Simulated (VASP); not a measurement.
Band structure of Al₃Sc (L1_2). Level of theory: TPSS meta-GGA, VASP's PBE PAW potentials (set 64) (plane waves; VASP).

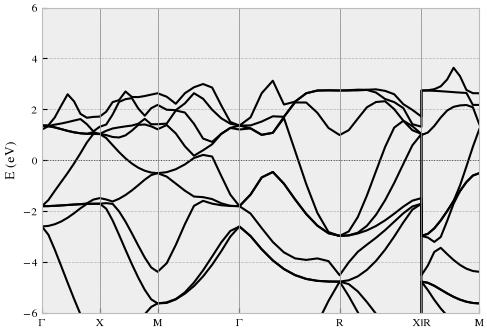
Figure. Bands along high-symmetry lines, zero at the valence-band maximum or, without a gap, the Fermi level

Task: Read the plot: is there a gap, and where are the band edges?

Result: It has no gap at this level: it comes out as a metal or semimetal.

The compound is Al3Sc in the L1_2 structure. It was relaxed first.
